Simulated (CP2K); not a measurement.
# HF/STO-3G run of SiHCl3 (SMILES Cl[SiH](Cl)Cl)

What is the energy change on altering one bond length of SiHCl3 at HF/STO-3G? 

The calculation is run with CP2K 2026.2.

7 further runs of the same task are left out: 5 that didn't finish, 2 set aside as unsound or not needed.

### Step 1. The molecule

SiHCl3: 5 atoms, total charge 0, spin state singlet. As SMILES, `Cl[SiH](Cl)Cl`. Geometry: relaxed at PBE0-D4/def2-TZVP.

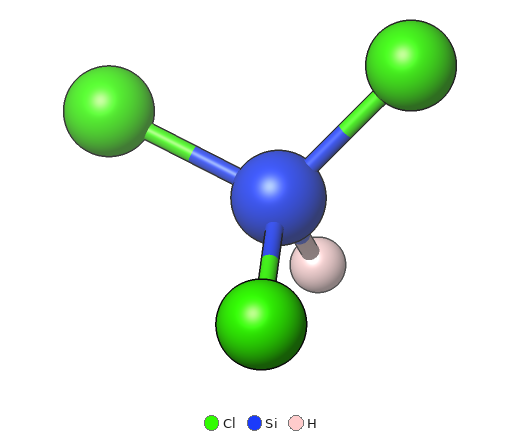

The structure, seen from a chosen angle (chlorine green, silicon blue, hydrogen pink).

### Step 2. A single-point energy at HF/STO-3G

Input file qs.inp:

```
&GLOBAL
 PROJECT_NAME qs
 RUN_TYPE ENERGY
 PRINT_LEVEL MEDIUM
&END GLOBAL

&FORCE_EVAL
 METHOD QS
 &DFT
  BASIS_SET_FILE_NAME ./sto_3g.basis
  POTENTIAL_FILE_NAME POTENTIAL
  &QS
   METHOD GAPW
   EPS_DEFAULT 1.0E-10
  &END QS
  &MGRID
   CUTOFF 280
   REL_CUTOFF 50
   NGRIDS 4
  &END MGRID
  &POISSON
   PERIODIC NONE
   POISSON_SOLVER MULTIPOLE
  &END POISSON
  &SCF
   SCF_GUESS ATOMIC
   EPS_SCF 1.0E-07
   MAX_SCF 80
   ADDED_MOS 3
   &DIAGONALIZATION
    ALGORITHM STANDARD
   &END DIAGONALIZATION
   &MIXING
    METHOD DIRECT_P_MIXING
    ALPHA 0.4
   &END MIXING
  &END SCF
  &XC
   &XC_FUNCTIONAL NONE
   &END XC_FUNCTIONAL
   &HF
    FRACTION 1
    &SCREENING
     EPS_SCHWARZ 1.0E-10
    &END SCREENING
    &MEMORY
     MAX_MEMORY 1050
    &END MEMORY
   &END HF
  &END XC
  &PRINT
   &MOMENTS
    PERIODIC F
    REFERENCE COM
    MAX_MOMENT 1
   &END MOMENTS
   &MO ON
    ENERGIES T
    OCCUPATION_NUMBERS T
    NDIGITS 6
    &EACH
     QS_SCF 0
    &END EACH
    ADD_LAST NUMERIC
   &END MO
   &LOWDIN ON
   &END LOWDIN
   &HIRSHFELD OFF
   &END HIRSHFELD
   &MO_MOLDEN ON
    NDIGITS 8
   &END MO_MOLDEN
  &END PRINT
 &END DFT
 &SUBSYS
  &CELL
   ABC 9.8 10.1 9.6
   PERIODIC NONE
  &END CELL
  &COORD
   Cl     6.321120     4.096980     5.929900
   Si     4.548890     4.655720     5.113460
   Cl     4.647890     6.602110     4.546730
   Cl     4.154170     3.497890     3.493830
   H      3.478880     4.489350     6.106170
  &END COORD
  &KIND Cl
   BASIS_SET STO-3G
   POTENTIAL ALL
   LEBEDEV_GRID 194
   RADIAL_GRID 100
  &END KIND
  &KIND Si
   BASIS_SET STO-3G
   POTENTIAL ALL
   LEBEDEV_GRID 194
   RADIAL_GRID 100
  &END KIND
  &KIND H
   BASIS_SET STO-3G
   POTENTIAL ALL
   LEBEDEV_GRID 194
   RADIAL_GRID 100
  &END KIND
 &END SUBSYS
&END FORCE_EVAL
```

Started as:

```sh
$ OMP_NUM_THREADS=1 cp2k.psmp qs.inp > qs.out
```

The program printed:

```text
CP2K| version string:                                       CP2K version 2026.2
[...]
 GLOBAL| Method name                                                        CP2K
[...]
 GLOBAL| Run type                                                         ENERGY
[...]
 DFT| Spin restricted Kohn-Sham (RKS) calculation                            RKS
 DFT| Multiplicity                                                             1
[...]
 DFT| Charge                                                                   0
[...]
 QS| Method:                                                                GAPW
[...]
 QS| Density cutoff [a.u.]:                                                140.0
[...]
 QS| Relative density cutoff [a.u.]:                                        25.0
[...]
                             - Atoms:                                          5
[...]
                             - Spherical basis functions:                     37
[...]
 Number of electrons:                                                         66
[...]
     1 P_Mix/Diag. 0.40E+00    0.8     1.36210065     -1649.7496781006 -1.65E+03
[...]
    15 DIIS/Diag.  0.13E-07    0.2     0.00000001     -1650.0794213682  2.27E-13
  *** SCF run converged in    15 steps ***
[...]
  Overlap energy of the core charge distribution:               0.00000008021677
  Self energy of the core charge distribution:               -723.59816039372458
  Core Hamiltonian energy:                                   -936.08453736314164
  Hartree energy:                                             173.21605710509058
  Exchange-correlation energy:                                  0.00000000000000
  Hartree-Fock Exchange energy:                              -103.67582675197703
[...]
                     Mulliken Population Analysis
 #  Atom  Element  Kind  Atomic population                           Net charge
       1     Cl       1         17.317236                             -0.317236
       2     Si       2         12.975084                              1.024916
       3     Cl       1         17.316458                             -0.316458
       4     Cl       1         17.317225                             -0.317225
       5     H        3          1.073998                             -0.073998
 # Total charge                             66.000000                 -0.000000
[...]
  Dipole moment [Debye]
    X= -0.1682624E+01 Y= -0.2561979E+00 Z=  0.1560199E+01  Total=      2.3089137
 ENERGY| Total FORCE_EVAL ( QS ) energy [hartree]          -1650.079421368200201
[...]
```

It took 4.5 s on 1 thread of Arm Neoverse V2, shared host; peak memory 0.5 GiB.

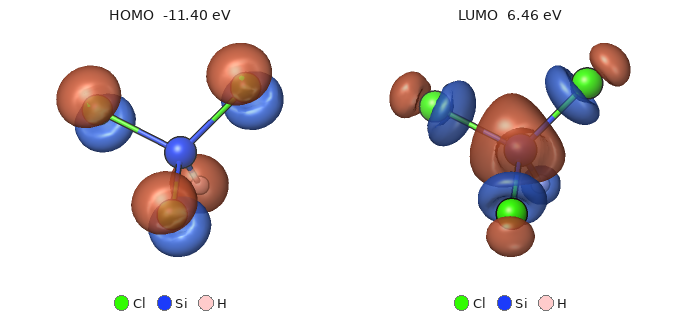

Frontier orbitals of this run, surfaces at ±0.2 Å^-3/2.

### Step 3. The distorted shape at the same level

Input file mol.inp:

```
&GLOBAL
    PROJECT mol
    RUN_TYPE ENERGY
    PRINT_LEVEL MEDIUM
&END GLOBAL
&FORCE_EVAL
    METHOD QS
    &DFT
        BASIS_SET_FILE_NAME ./sto_3g.basis
        POTENTIAL_FILE_NAME POTENTIAL
        CHARGE 0
        MULTIPLICITY 1
        &QS
            METHOD GAPW
            EPS_DEFAULT 1.0E-10
        &END QS
        # real-space grids
        &MGRID
            CUTOFF 280
            REL_CUTOFF 50
            NGRIDS 4
        &END MGRID
        &POISSON
            PERIODIC NONE
            POISSON_SOLVER MULTIPOLE
        &END POISSON
        # SCF settings
        &SCF
            SCF_GUESS ATOMIC
            EPS_SCF 1.0E-07
            MAX_SCF 100
            ADDED_MOS 5
            &DIAGONALIZATION
                ALGORITHM STANDARD
            &END DIAGONALIZATION
            &MIXING
                METHOD DIRECT_P_MIXING
                ALPHA 0.4
            &END MIXING
        &END SCF
        &XC
            &XC_FUNCTIONAL NONE
            &END XC_FUNCTIONAL
            # exact exchange
            &HF
                FRACTION 1
                &SCREENING
                    EPS_SCHWARZ 1.0E-10
                    SCREEN_ON_INITIAL_P F
                &END SCREENING
                &INTERACTION_POTENTIAL
                    POTENTIAL_TYPE COULOMB
                &END INTERACTION_POTENTIAL
                &MEMORY
                    MAX_MEMORY 1050
                &END MEMORY
            &END HF
        &END XC
        &PRINT
            &MOMENTS
                PERIODIC F
                REFERENCE COM
                MAX_MOMENT 1
            &END MOMENTS
            &MO ON
                ENERGIES T
                OCCUPATION_NUMBERS T
                NDIGITS 6
                &EACH
                    QS_SCF 0
                &END EACH
                ADD_LAST NUMERIC
            &END MO
            &LOWDIN ON
            &END LOWDIN
            &HIRSHFELD OFF
            &END HIRSHFELD
            &MO_MOLDEN ON
                NDIGITS 8
            &END MO_MOLDEN
        &END PRINT
    &END DFT
    &SUBSYS
        &CELL
            ABC [angstrom] 9.8 11.7 9.6
            PERIODIC NONE
        &END CELL
        &COORD
            SCALED T
            Cl   0.64501224   0.35200380   0.61769792
            Si   0.46417245   0.39975936   0.53265208
            Cl   0.48235592   0.69920047   0.42639146
            Cl   0.42389490   0.30079953   0.36394062
            H    0.35498776   0.38553970   0.63605938
        &END COORD
        &KIND Cl
            BASIS_SET STO-3G
            POTENTIAL ALL
            LEBEDEV_GRID 194
            RADIAL_GRID 100
        &END KIND
        &KIND Si
            BASIS_SET STO-3G
            POTENTIAL ALL
            LEBEDEV_GRID 194
            RADIAL_GRID 100
        &END KIND
        &KIND H
            BASIS_SET STO-3G
            POTENTIAL ALL
            LEBEDEV_GRID 194
            RADIAL_GRID 100
        &END KIND
    &END SUBSYS
&END FORCE_EVAL
```

Started as:

```sh
$ OMP_NUM_THREADS=1 cp2k.psmp -i mol.inp > mol.out 2>&1
```

The program printed:

```text
CP2K| version string:                                       CP2K version 2026.2
[...]
 GLOBAL| Method name                                                        CP2K
[...]
 GLOBAL| Run type                                                         ENERGY
[...]
 *** WARNING in qs_environment.F:2210 :: More added MOs requested than     ***
 *** available. The full set of unoccupied MOs will be used. Use           ***
 *** 'ADDED_MOS -1' to always use all available MOs and to get rid of this ***
[...]
 DFT| Spin restricted Kohn-Sham (RKS) calculation                            RKS
 DFT| Multiplicity                                                             1
[...]
 DFT| Charge                                                                   0
[...]
 QS| Method:                                                                GAPW
[...]
 QS| Density cutoff [a.u.]:                                                140.0
[...]
 QS| Relative density cutoff [a.u.]:                                        25.0
[...]
                             - Atoms:                                          5
[...]
                             - Spherical basis functions:                     37
[...]
 Number of electrons:                                                         66
[...]
     1 P_Mix/Diag. 0.40E+00    0.7     1.26240053     -1649.3698631810 -1.65E+03
[...]
    22 DIIS/Diag.  0.36E-07    0.2     0.00000003     -1649.8453327299 -2.27E-13
  *** SCF run converged in    22 steps ***
[...]
  Overlap energy of the core charge distribution:               0.00000006903864
  Self energy of the core charge distribution:               -723.59816039372458
  Core Hamiltonian energy:                                   -936.06400793380101
  Hartree energy:                                             173.16452559084706
  Exchange-correlation energy:                                  0.00000000000000
  Hartree-Fock Exchange energy:                              -103.54350679413375
[...]
                     Mulliken Population Analysis
 #  Atom  Element  Kind  Atomic population                           Net charge
       1     Cl       1         17.257294                             -0.257294
       2     Si       2         13.012586                              0.987414
       3     Cl       1         17.431539                             -0.431539
       4     Cl       1         17.257207                             -0.257207
       5     H        3          1.041375                             -0.041375
 # Total charge                             66.000000                 -0.000000
[...]
  Dipole moment [Debye]
    X= -0.1697383E+01 Y= -0.5148259E+01 Z=  0.2778004E+01  Total=      6.0912221
 ENERGY| Total FORCE_EVAL ( QS ) energy [hartree]          -1649.845332729932352
[...]
```

It took 6 s on 1 thread of Arm Neoverse V2, shared host; peak memory 0.54 GiB.

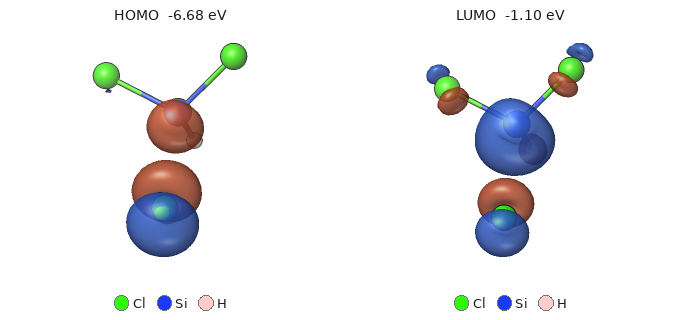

Frontier orbitals of this run, surfaces at ±0.2 Å^-3/2.

### Step 4. Summary of results

Level: HF/STO-3G.

| quantity | value |
| --- | --- |
| first shape: total energy | -1650.07942 Eh |
| first shape: dipole moment | 2.31 D |
| first shape: HOMO energy | -11.40 eV |
| first shape: LUMO energy | 6.46 eV |
| first shape: HOMO–LUMO gap | 17.86 eV |
| distorted shape: total energy | -1649.84533 Eh |
| distorted shape: dipole moment | 6.09 D |
| distorted shape: HOMO energy | -6.68 eV |
| distorted shape: LUMO energy | -1.10 eV |
| distorted shape: HOMO–LUMO gap | 5.59 eV |
| energy change with the Si2–Cl3 bond stretched from 2.030 to 3.653 Å | 6.370 eV |

**Reading.** One bond (distorted shape) is far stretched, which a spin-restricted single reference describes badly; a broken-symmetry solution may lie lower. With the Si2–Cl3 bond stretched from 2.030 to 3.653 Å the energy rises by 6.37 eV (147 kcal/mol). The first shape isn't relaxed at this level, so the change isn't measured from a minimum. A restricted reference can't describe the breaking bond well at this length. The minimal basis adds a large error of its own.
